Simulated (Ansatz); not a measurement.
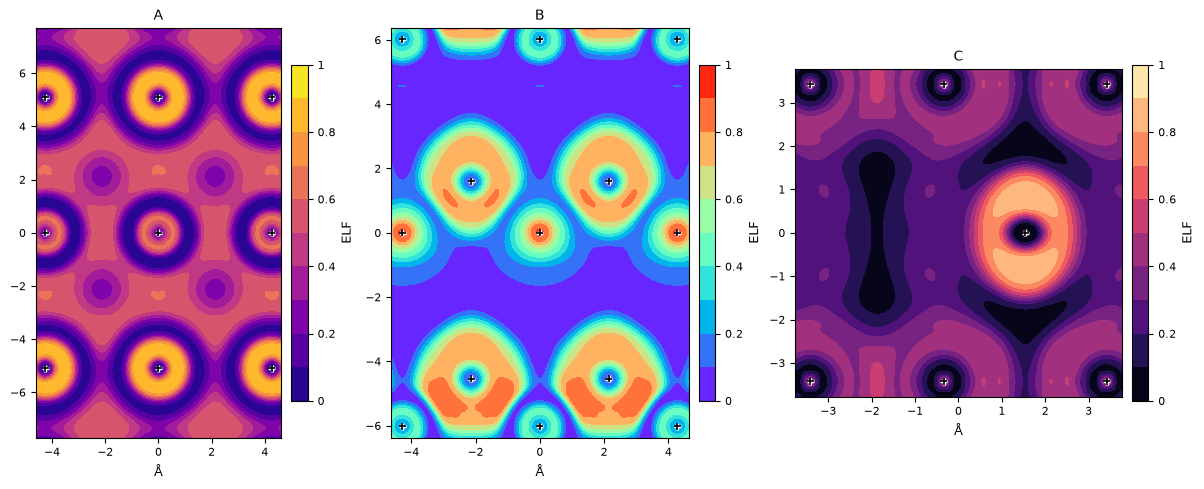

The ELF of 3 systems, each on a plane through atoms (crosses mark nuclei in the plane).

All numbers below come from Ansatz 0.2.0, DFT PBE, scalar-relativistic, plane waves, PAW.

System 1: NaSr2, the (100) plane of the conventional cell. Space group I4/mmm; a generated structure, not necessarily the stable one; changed on purpose from its base cell (volume × 0.91, shape and atoms relaxed); computed without spin polarisation.

System 2: Ge2Bi2S, the (110) plane of the conventional cell. Space group Pmmm; a generated structure, not necessarily the stable one.

System 3: Mg3CdSe4, the (100) plane of the conventional cell. Space group P-4m2; a generated structure, not necessarily the stable one.

```yaml
crystal:
  lattice:
    - [4.28027, 0.00000, 0.00000]
    - [0.00000, 4.28027, 0.00000]
    - [0.00000, 0.00000, 12.04475]
  atoms:
    - { symbol: Mg, position: [0.00000, 0.00000, 0.74560] }
    - { symbol: Mg, position: [0.50000, 0.50000, 0.50000] }
    - { symbol: Mg, position: [0.00000, 0.00000, 0.25440] }
    - { symbol: Cd, position: [0.50000, 0.50000, 0.00000] }
    - { symbol: Se, position: [0.00000, 0.50000, 0.37718] }
    - { symbol: Se, position: [0.50000, 0.00000, 0.13273] }
    - { symbol: Se, position: [0.00000, 0.50000, 0.86727] }
    - { symbol: Se, position: [0.50000, 0.00000, 0.62282] }
```

Question: Match each panel to its system.

Answer: Panel A is system 1, NaSr2: the plane holds Na and Sr. Sr–Sr (4.27 Å): the ELF is about 0.25 at the midpoint (no localised pair shows between them). Panel B is system 3, Mg3CdSe4: the plane holds Mg, Cd and Se. Mg–Se (2.60 Å): the ELF is about 0.85 at the midpoint (an ionic contact with no shared pair). Panel C is system 2, Ge2Bi2S: the plane holds Bi and S. Bi–Bi (3.08 Å): the ELF reaches about 0.55 near the midpoint.
